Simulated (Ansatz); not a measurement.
**CF (sextet): correlated methods under varied settings**

What do other methods and options give for CF (sextet) at this geometry, and how long do they take?

Program: Ansatz 0.2.0, Gaussian basis. Level of theory: the settings change from run to run. These are calculated values, not measurements.

13 further runs of the same task are left out: 6 that didn't finish, 7 set aside as unsound or not needed. Runs told in other sessions of the task aren't counted.

### Step 1. What is computed

The geometry is a PBE0/def2-TZVP stationary point (not a proven minimum) of the parent state, kept for this charge and spin.

2 atoms, charge 0, spin multiplicity 6.

Atoms are counted from 1 here; the program's logs count them from 0.

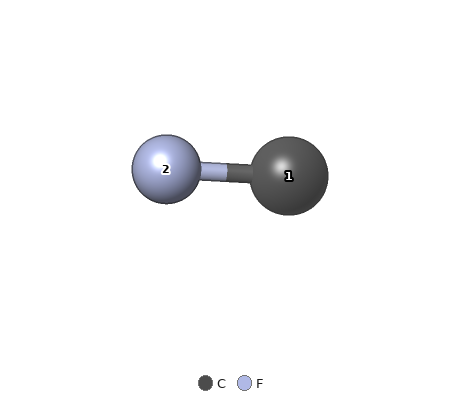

The geometry (carbon dark grey, fluorine light blue); atoms are numbered from 1 in the order of the file.

### Step 2. CCSD(T)/6-31G

The input, in.yaml:

```yaml
crystal:
  periodic: [false, false, false]
  atoms:
    - {symbol: C, position_ang: [0.000000, 0.000000, 0.000000]}
    - {symbol: F, position_ang: [0.000000, 0.000000, 1.315900]}
basis:
  gaussian: {orbitals: 6-31G}
magnetization: {spin_polarized: false, initial_magnetization: 5}
hamiltonian: {xc: {name: r2SCAN}}
correlation: {method: ccsd_t, electrons: all}
accuracy: high
output: {forces: true}
```

Launch:

```console
$ ansatz run in.yaml --threads 1 --pin off --events-out ev --progress --plain --max-ram 2393MiB
```

What it wrote (excerpt; [...] marks lines left out):

```text
Functional definition: r2SCAN
  name "r2SCAN"
  cite "Furness, Kaplan, Ning, Perdew & Sun, J. Phys. Chem. Lett. 11, 8208 (2020) doi:10.1021/acs.jpclett.0c02405"
  cite "Furness, Kaplan, Ning, Perdew & Sun, J. Phys. Chem. Lett. 11, 9248 (2020) doi:10.1021/acs.jpclett.0c03077"
  parent r2scan
[...]
355 factors; integrals over basis functions are off by at most 3.6e-9 eV
[...]
mean field -3729.81868064 eV, -137.0683083518 hartree, gradient 2.1e-8 eV, S^2 8.750000; 0 other end points of the search recorded, 0 dependent functions left out
[...]
reference -3717.26238326 eV, -136.6068729338 hartree; 10, 5 occupied and 8, 13 virtual orbitals, 355 factors
second order -2.78011017 eV of doubles, -0.16246850 eV of singles
cycle   1  -3.09156593 eV  change   -1.5e-1 eV  update   3.3e-2
[...]
cycle  18  -3.18150766 eV  change  -8.0e-10 eV  update  9.1e-10
perturbative correction -0.03124894 eV, -0.0011483773 hartree
[...]
Total energy: -3720.47513986 eV, -136.7249395612 hartree
Atom 0 at     0.000000     0.000000     0.000000 Å, force     0.000000    -0.000000   -29.207835 eV/Å
Atom 1 at     0.000000     0.000000     1.315900 Å, force    -0.000000     0.000000    29.207835 eV/Å
Dipole moment:    -0.000000     0.000000     0.444940 e Å
```

Run time: 5.5 s. Hardware: 1 thread of Arm Neoverse V1, shared host.

From the report: correlation -3.2128 eV; T1 0.009; largest double amplitude 0.04. The orbitals are Kohn-Sham ones, so correlation energy and T1 don't compare with those on Hartree-Fock orbitals.

### Step 3. MP2 on ROHF/6-31G*

The input, in.yaml:

```yaml
crystal:
  periodic: [false, false, false]
  atoms:
    - {symbol: C, position_ang: [0.000000, 0.000000, 0.000000]}
    - {symbol: F, position_ang: [0.000000, 0.000000, 1.315900]}
basis:
  gaussian: {orbitals: "6-31G*"}
magnetization: {spin_polarized: false, initial_magnetization: 5}
correlation: {method: mp2, electrons: outside_noble_gas}
output: {forces: true}
```

The command is unchanged.

What it wrote (excerpt; [...] marks lines left out):

```text
Functional definition: HF
  name "HF"
  cite "Fock, Z. Phys. 61, 126 (1930) doi:10.1007/BF01340294"
  parent pbe
[...]
270 factors; integrals over basis functions are off by at most 1.6e-3 eV
[...]
mean field -3717.98320550 eV, -136.6333626626 hartree, gradient 1.4e-6 eV, S^2 8.750000; 2 other end points of the search recorded, 0 dependent functions left out
[...]
2 core orbitals not correlated: weight in the atoms' cores, before any rotation towards them, 1.000 or more for the frozen orbitals, at most 0.000 for the correlated occupied ones
reference -3717.98320550 eV, -136.6333626626 hartree; 8, 3 occupied and 20, 25 virtual orbitals, 270 factors
second order -4.44145634 eV of doubles, -0.12539944 eV of singles
[...]
Total energy: -3722.55006128 eV, -136.8011915172 hartree
Atom 0 at     0.000000     0.000000     0.000000 Å, force     0.000000     0.000000   -26.465374 eV/Å
Atom 1 at     0.000000     0.000000     1.315900 Å, force    -0.000000    -0.000000    26.465374 eV/Å
Dipole moment:     0.000000     0.000000     0.491994 e Å
```

Run time: 0.3 s. Hardware: 1 thread of Arm Neoverse V1, shared host.

### Step 4. CCSDT/6-31G

The input, in.yaml:

```yaml
crystal:
  periodic: [false, false, false]
  atoms:
    - {symbol: C, position_ang: [0.000000, 0.000000, 0.000000]}
    - {symbol: F, position_ang: [0.000000, 0.000000, 1.315900]}
basis:
  gaussian: {orbitals: 6-31G}
magnetization: {spin_polarized: false, initial_magnetization: 5}
hamiltonian: {xc: {name: B3LYP}}
correlation: {method: ccsdt, electrons: outside_noble_gas}
scf: {omitted_lower_state_checks: [cluster_reference]}
```

Launched as before.

What it wrote (excerpt; [...] marks lines left out):

```text
Functional definition: B3LYP
  name "B3LYP"
  cite "Stephens, Devlin, Chabalowski & Frisch, J. Phys. Chem. 98, 11623 (1994) doi:10.1021/j100096a001"
  cite "Becke, Phys. Rev. A 38, 3098 (1988) doi:10.1103/PhysRevA.38.3098"
  cite "Lee, Yang & Parr, Phys. Rev. B 37, 785 (1988) doi:10.1103/PhysRevB.37.785"
  cite "Vosko, Wilk & Nusair, Can. J. Phys. 58, 1200 (1980) doi:10.1139/p80-159"
[...]
345 factors; integrals over basis functions are off by at most 2.6e-8 eV
[...]
mean field -3730.81646622 eV, -137.1049762955 hartree, gradient 2.2e-6 eV, S^2 8.750000; 0 other end points of the search recorded, 0 dependent functions left out
2 core orbitals not correlated: weight in the atoms' cores, before any rotation towards them, 1.000 or more for the frozen orbitals, at most 0.000 for the correlated occupied ones
reference -3717.21383388 eV, -136.6050887769 hartree; 8, 3 occupied and 8, 13 virtual orbitals, 345 factors
second order -2.74131031 eV of doubles, -0.17532298 eV of singles
cycle   1  -3.06762258 eV  change   -1.5e-1 eV  update   3.5e-2
[...]
cycle  12  -3.19365313 eV  change    7.0e-7 eV  update   5.1e-7
Total energy: -3720.40748701 eV, -136.7224533649 hartree
Checks for a lower state left out: cluster_reference
```

It took 1.4 s on 1 thread of Arm Neoverse V1, shared host.

From the report: correlation -3.1937 eV; T1 0.013; largest double amplitude 0.04. The orbitals are Kohn-Sham ones, so correlation energy and T1 don't compare with those on Hartree-Fock orbitals.

### Step 5. CCSD on UHF/def2-SVPD

The input, in.yaml:

```yaml
crystal:
  periodic: [false, false, false]
  atoms:
    - {symbol: C, position_ang: [0.000000, 0.000000, 0.000000]}
    - {symbol: F, position_ang: [0.000000, 0.000000, 1.315900]}
basis:
  gaussian: {orbitals: def2-SVPD}
magnetization: {spin_polarized: true, initial_magnetization: 5}
correlation: {method: ccsd, electrons: valence, diis_vectors: 2}
accuracy: high
```

Launched as before.

What it wrote (excerpt; [...] marks lines left out):

```text
Functional definition: HF
  name "HF"
  cite "Fock, Z. Phys. 61, 126 (1930) doi:10.1007/BF01340294"
  parent pbe
[...]
780 factors; integrals over basis functions are off by at most 3.1e-9 eV
[...]
mean field -3715.86537156 eV, -136.5555337009 hartree, gradient 2.2e-8 eV, S^2 8.755750; 8 other end points of the search recorded, 0 dependent functions left out
determinant -3715.86537156 eV, -136.5555337009 hartree, with singles and doubles -3721.57717155 eV, -136.7654384788 hartree
determinant -3714.45917981 eV, -136.5038571072 hartree, with singles and doubles -3719.87883150 eV, -136.7030256334 hartree
determinant -3713.37276164 eV, -136.4639319757 hartree, with singles and doubles -3718.79258685 eV, -136.6631068784 hartree
determinant -3713.14301345 eV, -136.4554888855 hartree, with singles and doubles -3718.54277684 eV, -136.6539265301 hartree
determinant -3712.38924499 eV, -136.4277884056 hartree, with singles and doubles -3718.04738575 eV, -136.6357212433 hartree
2 core orbitals not correlated: weight in the atoms' cores, before any rotation towards them, 1.000 or more for the frozen orbitals, at most 0.000 for the correlated occupied ones
reference -3715.86537156 eV, -136.5555337009 hartree; 8, 3 occupied and 33, 38 virtual orbitals, 780 factors
second order -5.20503972 eV of doubles, -0.00000000 eV of singles
cycle   1  -5.72240204 eV  change   -2.0e-1 eV  update   1.9e-2
[...]
cycle  33  -5.74546124 eV  change   6.7e-10 eV  update   1.1e-9
Total energy: -3721.61083280 eV, -136.7666755071 hartree
```

Wall time 4.9 s (1 thread of Arm Neoverse V1, shared host).

From the report: ⟨S²⟩ of the determinant 8.756 (pure sextet: 8.75); correlation -5.7455 eV; T1 0.014; largest double amplitude 0.03.

### Step 6. CCSDT/6-31G

The input, in.yaml:

```yaml
crystal:
  periodic: [false, false, false]
  atoms:
    - {symbol: C, position_ang: [0.000000, 0.000000, 0.000000]}
    - {symbol: F, position_ang: [0.000000, 0.000000, 1.315900]}
basis:
  gaussian: {orbitals: 6-31G}
magnetization: {spin_polarized: true, initial_magnetization: 5}
hamiltonian: {xc: {name: r2SCAN}}
correlation: {method: ccsdt, electrons: outside_noble_gas, diis_vectors: 12}
```

Same command.

What it wrote (excerpt; [...] marks lines left out):

```text
Functional definition: r2SCAN
  name "r2SCAN"
  cite "Furness, Kaplan, Ning, Perdew & Sun, J. Phys. Chem. Lett. 11, 8208 (2020) doi:10.1021/acs.jpclett.0c02405"
  cite "Furness, Kaplan, Ning, Perdew & Sun, J. Phys. Chem. Lett. 11, 9248 (2020) doi:10.1021/acs.jpclett.0c03077"
  parent r2scan
[...]
345 factors; integrals over basis functions are off by at most 2.6e-8 eV
[...]
mean field -3729.88056657 eV, -137.0705826175 hartree, gradient 2.7e-6 eV, S^2 8.752514; 0 other end points of the search recorded, 0 dependent functions left out
2 core orbitals not correlated: weight in the atoms' cores, before any rotation towards them, 1.000 or more for the frozen orbitals, at most 0.000 for the correlated occupied ones
reference -3717.36280160 eV, -136.6105632397 hartree; 8, 3 occupied and 8, 13 virtual orbitals, 345 factors
second order -2.70196487 eV of doubles, -0.06906197 eV of singles
cycle   1  -2.92562538 eV  change   -1.6e-1 eV  update   3.5e-2
[...]
cycle  12  -3.04912759 eV  change    5.0e-7 eV  update   5.5e-7
Total energy: -3720.41192918 eV, -136.7226166118 hartree
```

Wall time 2 s (1 thread of Arm Neoverse V1, shared host).

From the report: ⟨S²⟩ of the determinant 8.753 (pure sextet: 8.75); correlation -3.0491 eV; T1 0.008; largest double amplitude 0.04. The orbitals are Kohn-Sham ones, so correlation energy and T1 don't compare with those on Hartree-Fock orbitals.

### Step 7. All runs side by side

Where basis and cores are those of an earlier FCI/6-31G run (-3720.4323 eV), and the records show the same count of frozen orbitals and kind of state, the miss against it is given; a blank cell means that this couldn't be shown.

```csv
level,correlated,functions,energy (eV),from FCI (meV),time
CCSD(T)/6-31G (on r2SCAN orbitals),all,18,-3720.4751,,5.5 s
MP2 on ROHF/6-31G*,outside noble gas,30,-3722.5501,,0.3 s
CCSDT/6-31G (on B3LYP orbitals),outside noble gas,18,-3720.4075,24.8,1.4 s
CCSD on UHF/def2-SVPD,valence,43,-3721.6108,,4.9 s
CCSDT/6-31G (on r2SCAN orbitals),outside noble gas,18,-3720.4119,20.4,2 s
```

### Step 8. Results

| quantity | value |
| --- | --- |
| runs | 5 |
| quickest | MP2 on ROHF/6-31G*, 0.3 s |
| slowest | CCSD(T)/6-31G (on r2SCAN orbitals), 5.5 s |

**Reading.** Total energies in different bases, with other cores or another treatment of relativity can't be set against each other. CCSD(T)/6-31G (on r2SCAN orbitals) took 18 times as long as MP2 on ROHF/6-31G*; the jobs differ in more than the method. Among the correlated runs with a miss given, it spans +20 to +25 meV. Cores frozen from Kohn-Sham orbitals shift the total energy.
